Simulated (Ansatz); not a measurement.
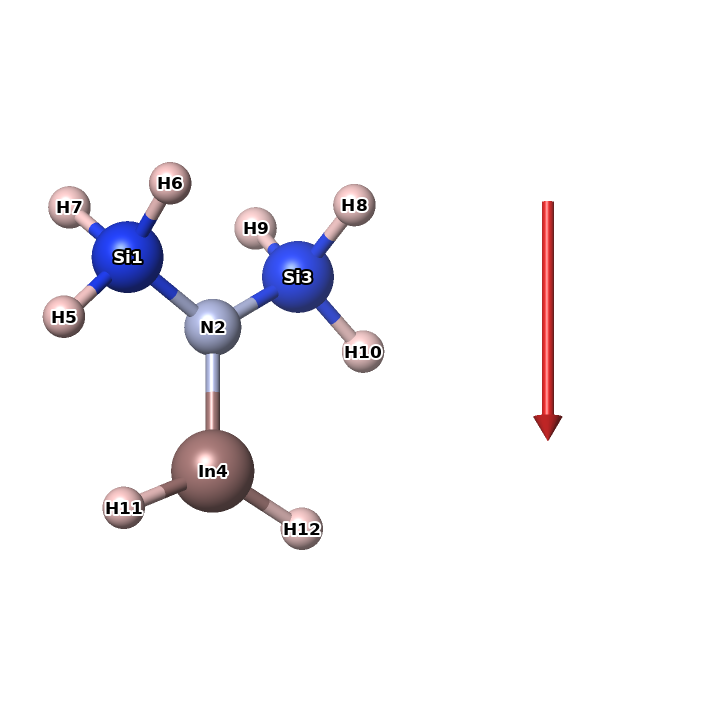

The arrow beside the molecule shows the direction of the dipole moment, from the negative to the positive end (its length means nothing). The computed structure is the end point of a PBE0-D4/def2-TZVP optimisation. Properties computed with RKS PBE0-D4/def2-TZVP, core potentials on In (Ansatz 0.2.0).

How large is the dipole moment?

Answer. 1.85 D; it points from the side of H6, H7, H8, H9 to the side of H11, H12 (the outermost atoms at the two ends).
